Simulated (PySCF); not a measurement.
Breaking a bond: H3Ga, SMILES [GaH3]. The Ga1–H4 bond (Ga1 also carries H, H; H4 carries nothing else) is varied alone, starting from the PBE0/def2-TZVP optimised geometry.

```
4

Ga     0.0000     0.0000     0.0000
H      0.0000    -1.3584    -0.7843
H      0.0000     1.3584    -0.7843
H      0.0000     0.0000     1.5685
```

Levels of theory: RHF/3-21G = restricted Hartree-Fock/3-21G run with PySCF; UMP2 = MP2 on UHF/cc-pVDZ, 9 core orbitals frozen (PySCF); RKS-TPSSh = restricted TPSSh/cc-pVDZ in PySCF 2.14.0; UHF/3-21G = PySCF with unrestricted Hartree-Fock/3-21G.

Energies are in kcal/mol, each relative to the lowest point of its own curve near equilibrium.

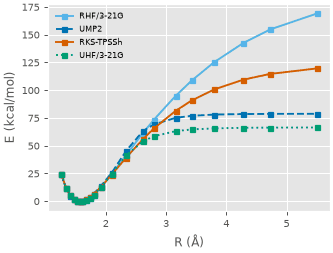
Figure: Energy against bond length for each method.

| R / Å | RHF/3-21G | UMP2 | RKS-TPSSh | UHF/3-21G |
|---|---|---|---|---|
| 1.26 | 24.4 | 24.7 | 24.9 | 24.4 |
| 1.34 | 12.1 | 11.8 | 12.1 | 12.1 |
| 1.41 | 5.5 | 5.0 | 5.3 | 5.5 |
| 1.47 | 2.1 | 1.7 | 1.9 | 2.1 |
| 1.52 | 0.6 | 0.4 | 0.4 | 0.6 |
| 1.57 | 0.0 | 0.0 | 0.0 | 0.0 |
| 1.60 | 0.0 | 0.2 | 0.1 | 0.0 |
| 1.68 | 1.4 | 1.9 | 1.7 | 1.4 |
| 1.74 | 3.3 | 4.1 | 3.7 | 3.3 |
| 1.80 | 5.9 | 6.9 | 6.4 | 5.9 |
| 1.92 | 12.4 | 13.7 | 12.8 | 12.4 |
| 2.10 | 24.4 | 25.7 | 24.0 | 24.4 |
| 2.34 | 41.8 | 45.5 | 39.4 | 41.4 |
| 2.62 | 61.6 | 63.3 | 56.1 | 54.0 |
| 2.80 | 73.5 | 69.3 | 65.6 | 58.5 |
| 3.16 | 94.9 | 75.1 | 81.5 | 63.2 |
| 3.43 | 108.8 | 77.0 | 90.8 | 64.7 |
| 3.80 | 125.3 | 78.0 | 100.7 | 65.6 |
| 4.28 | 142.4 | 78.5 | 109.5 | 66.1 |
| 4.73 | 154.7 | 78.7 | 114.7 | 66.3 |
| 5.51 | 169.1 | 78.7 | 119.6 | 66.4 |

At the longest distance, 5.51 Å, RHF/3-21G lies highest above its minimum (169.1 kcal/mol) and UHF/3-21G lowest (66.4 kcal/mol).

The restricted form behind RHF/3-21G, RKS-TPSSh keeps the bonding electrons paired and can't separate into open-shell fragments. The unrestricted determinant behind UMP2, UHF/3-21G is spin-contaminated at 2.34 to 5.51 Å (<S²> up to 1.0, against 0.00 for a pure singlet). At the longest distance RKS-TPSSh leaves fractional charges on the fragments, a sign of delocalisation error or of the restricted form.
